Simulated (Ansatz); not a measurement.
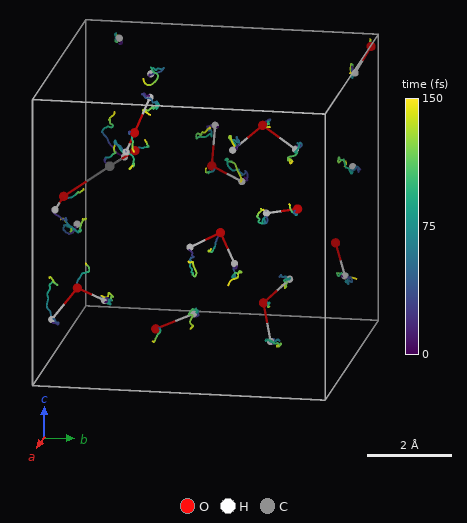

Molecular dynamics of a periodic cell with 10 H2O + 1 HCOOH at 1.035 g/cm³, 150 fs long. Lines trace each atom's path, coloured by time; spheres stand at the starting positions. Seen slightly off an axis in the simulation cell.

Level of theory: DFT PBE-D3(BJ), scalar-relativistic, plane waves, PAW in Ansatz 0.2.0. Run with plane-wave cutoff 420 eV; k-point mesh 1 × 1 × 1; Fermi-Dirac smearing 0.05 eV; low-accuracy preset; Langevin thermostat (NVT); set temperature 250 K; time step 0.5 fs; H given the mass 2.014 u; friction 0.02 per fs.

The input:
```yaml
accuracy: low
crystal:
  lattice:
    - [7.133492, 0.0, 0.0]
    - [0.0, 7.133492, 0.0]
    - [0.0, 0.0, 7.133492]
  atoms:
    - { symbol: O, position: [0.52226963, 0.70226914, 0.19189323] }
    - { symbol: H, position: [0.41566497, 0.77213415, 0.24836953] }
    - { symbol: H, position: [0.51425799, 0.72527879, 0.05560501] }
    - { symbol: O, position: [0.9289481, 0.8930528, 0.64336331] }
    - { symbol: H, position: [1.01347976, 0.91485633, 0.53667733] }
    - { symbol: H, position: [0.86527791, 0.77478908, 0.60450049] }
    - { symbol: O, position: [0.95819708, 0.3409922, 0.88960097] }
    - { symbol: H, position: [0.87217433, 0.37803565, 0.99119952] }
    - { symbol: H, position: [0.8686116, 0.2959059, 0.79497139] }
    - { symbol: O, position: [0.13024185, 0.4541806, 0.54875319] }
    - { symbol: H, position: [0.19770933, 0.56940006, 0.5187638] }
    - { symbol: H, position: [0.11016929, 0.46204135, 0.68518997] }
    - { symbol: O, position: [0.61559361, 0.35105455, 0.10912947] }
    - { symbol: H, position: [0.55644283, 0.46955328, 0.15121162] }
    - { symbol: H, position: [0.56408538, 0.32482949, -0.01515743] }
    - { symbol: O, position: [0.74986748, 0.59663122, 0.49549658] }
    - { symbol: H, position: [0.69595544, 0.63495498, 0.37416092] }
    - { symbol: H, position: [0.85662301, 0.51222433, 0.46969618] }
    - { symbol: O, position: [0.47731817, 0.69143915, 0.799187] }
    - { symbol: H, position: [0.48485747, 0.80470017, 0.72337148] }
    - { symbol: H, position: [0.55776618, 0.60363549, 0.73043586] }
    - { symbol: O, position: [0.09155268, 0.99161125, 0.98267354] }
    - { symbol: H, position: [0.05955721, 1.12502557, 0.95846153] }
    - { symbol: H, position: [0.03865777, 0.92715079, 0.87179031] }
    - { symbol: O, position: [0.21216796, -0.10780897, 0.32468075] }
    - { symbol: H, position: [0.25950129, 0.01718929, 0.35875672] }
    - { symbol: H, position: [0.1600598, -0.08514096, 0.19579011] }
    - { symbol: O, position: [0.84892085, 0.12564048, 0.30558666] }
    - { symbol: H, position: [0.7531268, 0.2006426, 0.23973407] }
    - { symbol: H, position: [0.90164502, 0.0477126, 0.20634994] }
    - { symbol: O, position: [0.55868327, 0.02600707, 0.539961] }
    - { symbol: C, position: [0.50247474, 0.17330466, 0.63706774] }
    - { symbol: O, position: [0.60534305, 0.27844908, 0.72545969] }
    - { symbol: H, position: [0.7001856, 0.02219122, 0.53212992] }
    - { symbol: H, position: [0.3490746, 0.19547311, 0.62780758] }
basis:
  ecutwfc: 420.0
kpoints:
  mp_grid: { grid: [1, 1, 1] }
hamiltonian:
  xc: pbe
  dispersion: d3bj
scf:
  occupations: { method: fermi_dirac, width: 0.05 }
  lower_state_search: "off"
md:
  timestep: 0.5
  n_steps: 300
  ensemble: nvt_langevin
  temperature: 250.0
  initial_velocities: maxwell_boltzmann
  seed: 201568
  friction: 0.02
  masses: [{ species: H, mass: 2.014 }]
```

Command:
```bash
ansatz run input.yaml --threads 1 --pin off --max-ram 3072MiB --backend cpu --events-out ev --progress --plain --runs-dir out
```

> How do the atoms move?

Root-mean-square distances from the starting positions over the second half, with the common drift of all atoms taken out: H 0.47 Å, C 0.40 Å, O 0.37 Å. The heavy atoms stay within a fraction of a molecule's size of their starting places; so short a run doesn't tell a liquid from a solid. Bond changes: one H–O bond forms at about 105 fs; one H–O bond breaks at about 150 fs. The mean temperature in the second half is 253 K (standard deviation 30 K). The potential energy in the second half lies on average 17.8 meV per atom above the first frame.

Limits of the set-up: the program's low-accuracy preset was used; masses were changed (H 2.014 u), which shifts the vibrations; the periodic images lie only 7.1 Å apart, so the values are limited by the cell's size.

Cost: 10 min on 1 thread of Arm Neoverse V1, with other jobs on the host, peak memory 0.39 GiB.
